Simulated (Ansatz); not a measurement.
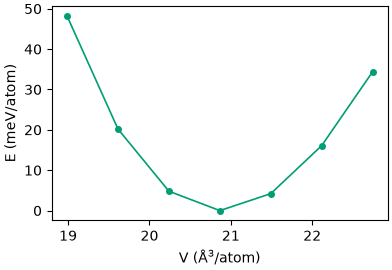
GaP (zinc blende, F-43m) under volume change, PBE (plane waves, PAW; program Ansatz), scaled uniformly.

### Question
What does a third-order Birch–Murnaghan fit give for V₀, B₀ and B′?

### Answer
V₀ = 20.87 Å³/atom, B₀ = 76.6 GPa, B′ = 4.5.

Symmetry was held in the PBE relaxation; phonons on a q-mesh show no instability. Scalar-relativistic: spin–orbit coupling is off unless named, which matters more the heavier the elements.

Potentials: the later of the program's two PAW sets.
